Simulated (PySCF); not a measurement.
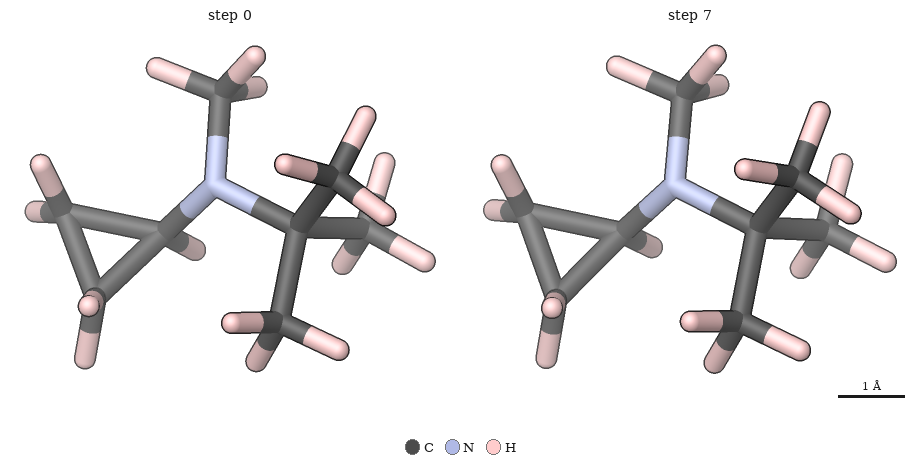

The structure of C$_{8}$H$_{17}$N before (left) and after (right) a relaxation, at one scale.

A stick model, seen at a tilt.

The start comes from GFN2-xTB. Its atoms were then displaced at random by about 0.01 Å.

Computed with PBE0-D3(BJ)/def2-SVP geometry optimisation, gas phase (PySCF 2.14.0, density-fitted response routines). 

**What changed between the two?**

Over 7 geometry steps the energy falls by 26.2 kJ/mol. The atom that moves furthest after the best rigid fit is an H atom (0.12 Å). By element the largest moves are H 0.12 Å, C 0.04 Å, N 0.02 Å. Near-neighbour distances that change, for instance: C–H 1.046 → 1.093 Å, C–C 1.548 → 1.501 Å, C–H 1.064 → 1.100 Å, C–N 1.470 → 1.447 Å. Among the angles between lasting bonds that change: H–C–H 111.9° → 115.0°, N–C–H 108.1° → 111.2°, H–C–H 109.9° → 107.0°. Cost: 3.8 min on 1 thread of Intel(R) Xeon(R) Platinum 8488C, on a shared host.
